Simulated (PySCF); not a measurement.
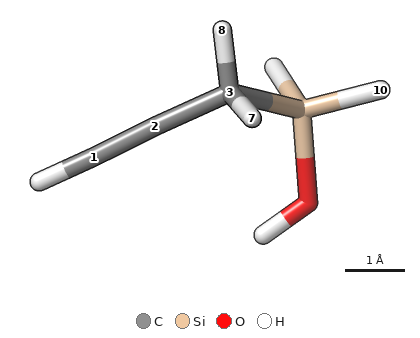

Fig. 1: The structure (stick view, seen at a tilt; atoms are numbered from 1 in the order of the input).

# C₃H₆OSi: excited-state calculation

C₃H₆OSi, SMILES C#CC[SiH2]O, computed with TDDFT (BLYP)/6-31G*, RKS (PySCF 2.14.0).

The geometry comes from this level: GFN2-xTB.

Output:
```
converged SCF energy = -482.494892539629
total energy: -482.49489254 hartree
Excitation energies (eV)
[6.02165275 6.22681825 6.61259271]

** Singlet excitation energies and oscillator strengths **
state   eV      nm      f
  1    6.0217    205.9   0.02898
  2    6.2268    199.1   0.00055
  3    6.6126    187.5   0.00371
```

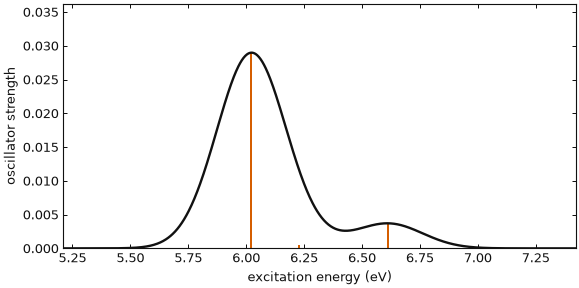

Fig. 2: Computed excitations as sticks (degenerate states added up, dark ones marked on the axis), with a Gaussian envelope of 0.35 eV full width at half maximum, scaled to the tallest. Of the 3 states the lowest lies at 6.02 eV (f = 0.029); the strongest line is at 6.02 eV, or 206 nm (f = 0.029).

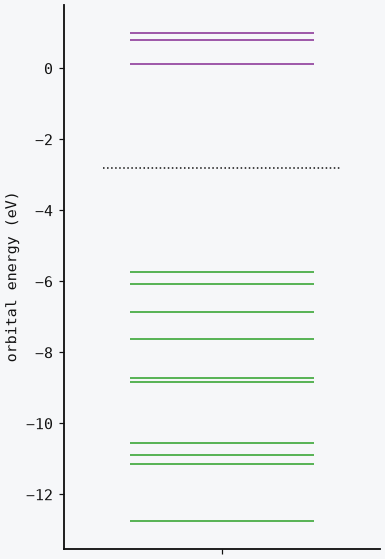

Fig. 3: Orbital energies near the frontier; the dotted line parts filled from empty levels, and levels within 0.02 eV of each other stand side by side. Highest filled −5.74 eV, lowest empty 0.13 eV, 5.87 eV apart.

This output came from the following input.

Input (input.py):
```python
from pyscf import gto, dft, tdscf

molecule = gto.M(
    atom='''
C       -1.630070       0.027650       1.738480
C       -0.568640      -0.229350       1.245650
C        0.681450      -0.517010       0.588050
Si       0.810910       0.416860      -1.081130
O       -0.461300       0.063210      -2.027140
H       -2.541320       0.240470       2.212090
H        0.748220      -1.594830       0.421160
H        1.502880      -0.238030       1.248710
H        0.870200       1.853430      -0.805440
H        1.937510      -0.079310      -1.859710
H       -1.349840       0.056920      -1.680740
''',
    verbose=3,
    max_memory=1860,
    basis='6-31g*',
)

mf = dft.RKS(molecule)
mf.xc = 'blyp'
mf.conv_tol = 1e-10
mf.grids.level = 4
mf.kernel()
if not mf.converged:
    mf = mf.newton().run(mf.mo_coeff, mf.mo_occ)

e_final = mf.e_tot
print(f'total energy: {e_final:.8f} hartree')

td = mf.TDDFT()
td.nstates = 3
td.kernel()
td.analyze()
roots = td.e * 27.211386
osc = td.oscillator_strength()
print('state   eV      nm      f')
for i, (w, f) in enumerate(zip(roots, osc), 1):
    print('%3d %9.4f %8.1f %9.5f' % (i, w, 1239.842 / w, f))
```

Command:
```bash
OMP_NUM_THREADS=1 python input.py
```

Summary:

- outcome: converged
- total energy: −482.494893 hartree
- basis functions: 86
- HOMO: −5.74 eV
- LUMO: 0.13 eV
- dipole moment: 0.97 D
- lowest excitation: 6.02 eV
- hardware: 1 thread of Intel Xeon (Sapphire Rapids), 16 GiB of memory available, shared host
- wall time: 59 s
- peak memory: 0.65 GiB
